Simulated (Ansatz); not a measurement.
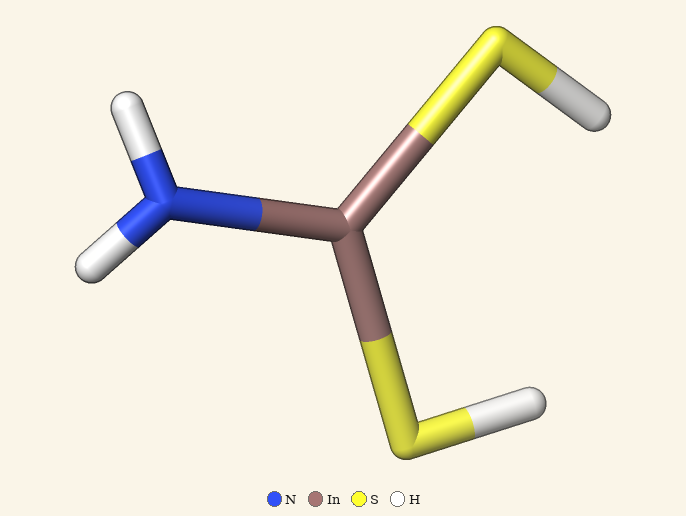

Rendered structure (stick style).

The geometry was computed by an optimisation with PBE0-D4/def2-TZVP.

Describe the molecule.

The molecule is H4InNS2. As SMILES it reads `[NH2][In]([SH])[SH]`. This geometry has Cs symmetry. Coordination, clear cases only: 1 In trigonal planar; 2 S bent.

More results for the same structure follow; atom numbers are the same in all pictures, views and colours differ.

## Thermal motion

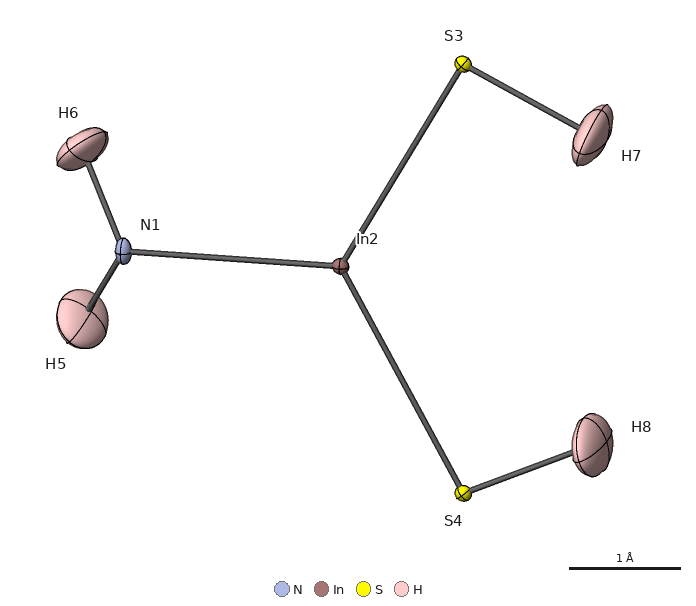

Displacement ellipsoids at the 50 % level, from the internal vibrations of the free molecule (harmonic, no overall translation or rotation; no half-axis is drawn under 0.075 Å). Vibrations computed with RKS PBE0-D4/def2-TZVP, core potentials on In (Ansatz 0.2.0). Temperature: 0 K (zero-point motion alone).

> Which atom moves most?

H7, H8, with U_eq = 0.0432 Å².

> Does H7 move more along its bond or across it?

Across it: the root-mean-square amplitude is 0.092 Å along the bond and up to 0.304 Å across, since bending and torsion are softer than stretching.

Give the displacement parameters, one line for each set of equivalent atoms.

```
  atom  U_eq (Å²)   rms amplitudes (Å)
    N1     0.0040  0.046, 0.059, 0.081
   In2    0.00038  0.016, 0.020, 0.022
S3, S4     0.0015  0.027, 0.036, 0.050
H5, H6     0.0295  0.091, 0.169, 0.227
H7, H8     0.0432  0.090, 0.170, 0.304
```

## Charges

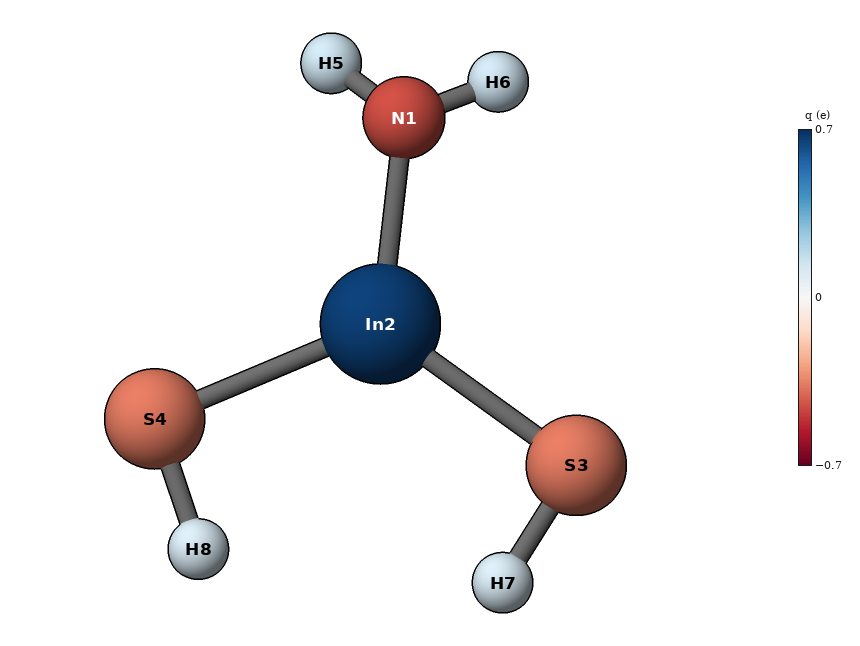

Atoms are coloured by their Mulliken charges. Level of theory: RKS PBE-D4/def2-TZVPP, core potentials on In (Ansatz 0.2.0).

> Which atom carries the highest charge (most positive or least negative)?

In2 (0.65 e).

> And the lowest?

N1 (−0.45 e).

List the Mulliken charges.

| atom | value (e) |
| --- | --- |
| N1 | −0.45 |
| In2 | 0.65 |
| S3 | −0.36 |
| S4 | −0.36 |
| H5 | 0.15 |
| H6 | 0.15 |
| H7 | 0.12 |
| H8 | 0.12 |

## Levels of theory compared

Program: Ansatz 0.2.0.

At this fixed geometry, give dipole (D), HOMO–LUMO gap (eV), HOMO energy (eV) at these levels: B3LYP-D4/def2-TZVPP; PBE-D4/def2-TZVPP; r2SCAN-D4/def2-TZVPP; ωB97M-V/def2-TZVPP.

| level | dipole (D) | HOMO–LUMO gap (eV) | HOMO energy (eV) |
| --- | --- | --- | --- |
| B3LYP-D4/def2-TZVPP | 0.99 | 5.45 | −7.10 |
| PBE-D4/def2-TZVPP | 0.96 | 3.82 | −6.02 |
| r2SCAN-D4/def2-TZVPP | 0.97 | 4.34 | −6.31 |
| ωB97M-V/def2-TZVPP | 1.02 | 10.07 | −9.61 |

Mulliken values depend strongly on the basis set and can even reverse the polarity of a bond.
